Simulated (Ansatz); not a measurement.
# BNH6 (SMILES [BH3-][NH3+]) at 6 levels

We compute a comparison of 6 runs (HF/STO-3G, B3LYP/6-31G*, RPA@PBE/def2-TZVP, MP2/def2-TZVP, BCCD(T)/def2-TZVP) of BNH6. 

Program for the calculation: Ansatz 0.2.0.

51 further runs of the same task are left out: 51 set aside as unsound or not needed.

### Step 1. Starting point

The species is BNH6 (8 atoms), meant as a singlet with charge 0. SMILES: `[BH3-][NH3+]`. The B1–H3 distance was set to 1.818 Å, away from the relaxed value. At this shape a bond of the SMILES string is far longer than usual.

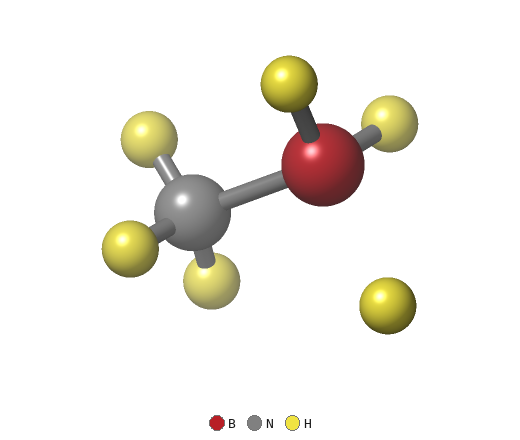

The structure, seen from a chosen angle (boron red, nitrogen grey, hydrogen yellow).

### Step 2. A single-point energy at HF/STO-3G (run 1)

The input, molecule.yaml:

```yaml
crystal:
  periodic: [false, false, false]
  atoms:
    - {symbol: B, position_ang: [-0.247846, 0.740367, -0.422624]}
    - {symbol: "N", position_ang: [0.149954, 0.234467, 1.084476]}
    - {symbol: H, position_ang: [-0.078200, -0.728400, -1.481000]}
    - {symbol: H, position_ang: [-1.389146, 1.139267, -0.334424]}
    - {symbol: H, position_ang: [0.547854, 1.616167, -0.685624]}
    - {symbol: H, position_ang: [0.084254, 0.996567, 1.751476]}
    - {symbol: H, position_ang: [1.100054, -0.121733, 1.108076]}
    - {symbol: H, position_ang: [-0.470546, -0.506933, 1.393276]}
basis:
  gaussian:
    orbitals: STO-3G
total_charge: 0
magnetization:
  spin_polarized: false
  initial_magnetization: 0
hamiltonian:
  xc: hf
accuracy: high
output: {orbitals: {seedname: orbitals}}
```

On the command line:

```console
$ ansatz run molecule.yaml --threads 1 --pin off --max-ram 3480MiB --events-out events.jsonl --progress --plain --runs-dir runs
```

Output:

```text
Warning: RAYON_NUM_THREADS=1 ignored (pool sized by the plan → 1); use --threads N
Functional definition: HF
  name "HF"
  exchange = exact_x
  correlation = 0
277 factors; integrals over basis functions are off by at most 9.9e-9 eV
mean field evaluation 1: about -2215.5406 eV, gradient 1.6e1 eV
mean field evaluation 2: about -2215.6153 eV, gradient 1.6e1 eV
mean field evaluation 4: about -2216.8855 eV, gradient 1.3e0 eV
mean field evaluation 8: about -2216.8922 eV, gradient 7.8e-6 eV
mean field -2216.89224262 eV, -81.4692872526 hartree, gradient 1.3e-8 eV, S^2 0.000000; 0 other end points of the search recorded, 0 dependent functions left out
reference -2216.89224262 eV, -81.4692872526 hartree; 9, 9 occupied and 7, 7 virtual orbitals, 277 factors
Total energy: -2216.89224262 eV, -81.4692872526 hartree
```

Wall time 0.06 s (1 thread of Arm Neoverse V2, shared host).

### Step 3. A single-point energy at B3LYP/6-31G(d) (spherical functions) (run 2)

The input, input.yaml:

```yaml
crystal:
  periodic: [false, false, false]
  atoms:
    - {symbol: B, position_ang: [-0.247846, 0.740367, -0.422624]}
    - {symbol: "N", position_ang: [0.149954, 0.234467, 1.084476]}
    - {symbol: H, position_ang: [-0.078200, -0.728400, -1.481000]}
    - {symbol: H, position_ang: [-1.389146, 1.139267, -0.334424]}
    - {symbol: H, position_ang: [0.547854, 1.616167, -0.685624]}
    - {symbol: H, position_ang: [0.084254, 0.996567, 1.751476]}
    - {symbol: H, position_ang: [1.100054, -0.121733, 1.108076]}
    - {symbol: H, position_ang: [-0.470546, -0.506933, 1.393276]}
basis:
  gaussian:
    orbitals: 6-31G_st_-spherical.json
hamiltonian:
  xc: {name: B3LYP}
accuracy: high
output:
  orbitals: {seedname: orbitals}
```

The basis set 6-31G* is read from a file made from the Basis Set Exchange's data (not shown).

On the command line:

```console
$ ansatz run input.yaml --threads 1 --pin off --max-ram 3480MiB --events-out events.jsonl --progress --plain --runs-dir runs
```

Output:

```text
Warning: RAYON_NUM_THREADS=1 ignored (pool sized by the plan → 1); use --threads N
Functional definition: B3LYP
  name "B3LYP"
  parameter a0 = 0.2
  parameter ax = 0.72
  parameter ac = 0.81
  exchange = (1 - a0 - ax)*slater_x + ax*b88_x + a0*exact_x
  correlation = (1 - ac)*vwn_rpa_c + ac*lyp_c
995 factors; integrals over basis functions are off by at most 2.8e-9 eV
mean field evaluation 1: about -2259.1927 eV, gradient 4.0e1 eV
mean field evaluation 2: about -2257.4143 eV, gradient 4.9e1 eV
mean field evaluation 4: about -2262.6528 eV, gradient 8.2e-1 eV
mean field evaluation 8: about -2262.6473 eV, gradient 5.8e-3 eV
mean field evaluation 16: about -2262.6473 eV, gradient 1.8e-8 eV
mean field -2262.64726210 eV, -83.1507532047 hartree, gradient 1.8e-8 eV, S^2 0.000000; 0 other end points of the search recorded, 0 dependent functions left out
reference -2262.64729445 eV, -83.1507543937 hartree; 9, 9 occupied and 31, 31 virtual orbitals, 995 factors
Total energy: -2262.64729445 eV, -83.1507543937 hartree
```

Wall time 1.6 s (1 thread of Arm Neoverse V2, shared host); peak memory 0.11 GiB.

Run 3 isn't shown in full; the table further down has it.

### Step 4. A single-point energy at RPA@PBE/def2-TZVP (run 4)

The input, run.yaml:

```yaml
crystal:
  periodic: [false, false, false]
  atoms:
    - symbol: B
      position_ang: [-0.247846, 0.740367, -0.422624]
    - symbol: "N"
      position_ang: [0.149954, 0.234467, 1.084476]
    - symbol: H
      position_ang: [-0.078200, -0.728400, -1.481000]
    - symbol: H
      position_ang: [-1.389146, 1.139267, -0.334424]
    - symbol: H
      position_ang: [0.547854, 1.616167, -0.685624]
    - symbol: H
      position_ang: [0.084254, 0.996567, 1.751476]
    - symbol: H
      position_ang: [1.100054, -0.121733, 1.108076]
    - symbol: H
      position_ang: [-0.470546, -0.506933, 1.393276]
basis:
  gaussian: {orbitals: def2-TZVP}
hamiltonian: {xc: {name: PBE}}
accuracy: high
correlation: {method: rpa, frozen_orbitals: {B: 1, H: 0, "N": 1}}
```

On the command line:

```console
$ ansatz run run.yaml --threads 1 --pin off --max-ram 3480MiB --events-out events.jsonl --progress --plain --runs-dir runs
```

Output:

```text
Warning: RAYON_NUM_THREADS=1 ignored (pool sized by the plan → 1); use --threads N
Functional definition: PBE
  name "PBE"
  parameter kappa = 0.804
  parameter beta = 0.06672455060314922
  exchange = pbe_x(kappa = kappa, mu = beta*pi^2/3)
  correlation = pbe_c(beta = beta)
1881 factors; integrals over basis functions are off by at most 3.8e-9 eV
mean field evaluation 1: about -2251.9892 eV, gradient 6.1e1 eV
mean field evaluation 2: about -2251.9836 eV, gradient 6.1e1 eV
mean field evaluation 4: about -2260.0295 eV, gradient 8.2e0 eV
mean field evaluation 8: about -2260.2082 eV, gradient 2.1e-1 eV
mean field evaluation 16: about -2260.2084 eV, gradient 4.3e-6 eV
mean field -2260.20837526 eV, -83.0611257664 hartree, gradient 7.8e-8 eV, S^2 0.000000; 0 other end points of the search recorded, 0 dependent functions left out
2 core orbitals not correlated: weight in the atoms' cores, before any rotation towards them, 1.000 or more for the frozen orbitals, at most 0.000 for the correlated occupied ones
reference -2246.82199412 eV, -82.5691853332 hartree; 7, 7 occupied and 89, 89 virtual orbitals, 1881 factors
Total energy: -2263.66107740 eV, -83.1880102300 hartree
```

Wall time 6.9 s (1 thread of Arm Neoverse V2, shared host); peak memory 0.36 GiB.

Run 5 isn't shown in full; the table further down has it.

### Step 5. The energy at BCCD(T)/def2-TZVP (run 6)

The input, run.yaml:

```yaml
crystal:
  periodic: [false, false, false]
  atoms:
    - {symbol: B, position_ang: [-0.247846, 0.740367, -0.422624]}
    - {symbol: "N", position_ang: [0.149954, 0.234467, 1.084476]}
    - {symbol: H, position_ang: [-0.078200, -0.728400, -1.481000]}
    - {symbol: H, position_ang: [-1.389146, 1.139267, -0.334424]}
    - {symbol: H, position_ang: [0.547854, 1.616167, -0.685624]}
    - {symbol: H, position_ang: [0.084254, 0.996567, 1.751476]}
    - {symbol: H, position_ang: [1.100054, -0.121733, 1.108076]}
    - {symbol: H, position_ang: [-0.470546, -0.506933, 1.393276]}
basis:
  gaussian: {orbitals: def2-TZVP}
total_charge: 0
correlation: {method: bccd_t, frozen_orbitals: {B: 1, H: 0, "N": 1}}
accuracy: high
scf: {omitted_lower_state_checks: [cluster_reference, increment]}
```

On the command line:

```console
$ ansatz run run.yaml --threads 1 --pin off --max-ram 3480MiB --events-out events.jsonl --progress --plain --runs-dir runs
```

Output (excerpt; [...] marks lines left out):

```text
Warning: RAYON_NUM_THREADS=1 ignored (pool sized by the plan → 1); use --threads N
[... 2 set-up lines as earlier in the session ...]
[...]
1881 factors; integrals over basis functions are off by at most 3.8e-9 eV
[...]
mean field -2247.38686400 eV, -82.5899439184 hartree, gradient 2.1e-8 eV, S^2 0.000000; 0 other end points of the search recorded, 0 dependent functions left out
2 core orbitals not correlated: weight in the atoms' cores, before any rotation towards them, 1.000 or more for the frozen orbitals, at most 0.000 for the correlated occupied ones
reference -2247.38686400 eV, -82.5899439184 hartree; 7, 7 occupied and 89, 89 virtual orbitals, 1881 factors
second order -9.49798729 eV of doubles, -0.00000000 eV of singles
cycle   1  -10.12672191 eV  change   -6.3e-1 eV  update   7.4e-2
[...]
cycle  21  -10.47770915 eV  change  -9.7e-10 eV  update   1.4e-9
perturbative correction -0.35288916 eV, -0.0129684374 hartree
Total energy: -2258.21746231 eV, -82.9879610652 hartree
Checks for a lower state left out: cluster_reference, increment
```

It took 16 s on 1 thread of Arm Neoverse V2, shared host; peak memory 0.91 GiB.

### Step 6. All runs side by side

| run | level | Cartesian functions | frozen core orbitals | energy (Eh) | wall time |
| --- | --- | --- | --- | --- | --- |
| 1 | HF/STO-3G | no | – | -81.469287 | 0.06 s |
| 2 | B3LYP/6-31G* (spherical functions) | no | – | -83.150754 | 1.6 s |
| 3 | B3LYP/6-31G* (Cartesian functions) | yes | – | -83.152301 | 1.6 s |
| 4 | RPA@PBE/def2-TZVP | no | 2 | -83.188010 | 6.9 s |
| 5 | MP2/def2-TZVP | no | 2 | -82.938989 | 1.9 s |
| 6 | BCCD(T)/def2-TZVP | no | 2 | -82.987961 | 16 s |

### Step 7. Results

```
                                          quantity         value
                               run 6: total energy  -82.98796 Eh
run 6: correlation energy (2 core orbitals frozen)    -398.0 mEh
                             run 6: (T) correction    -12.97 mEh
```

In words: Over runs 1, 2, 3 the HOMO–LUMO gap runs from 6.45 eV (B3LYP/6-31G*) to 18.22 eV (HF/STO-3G). The two ends differ in method and basis. In run 1 the basis is minimal, so the values are rough. All runs together took 28 s, the longest 16 s.
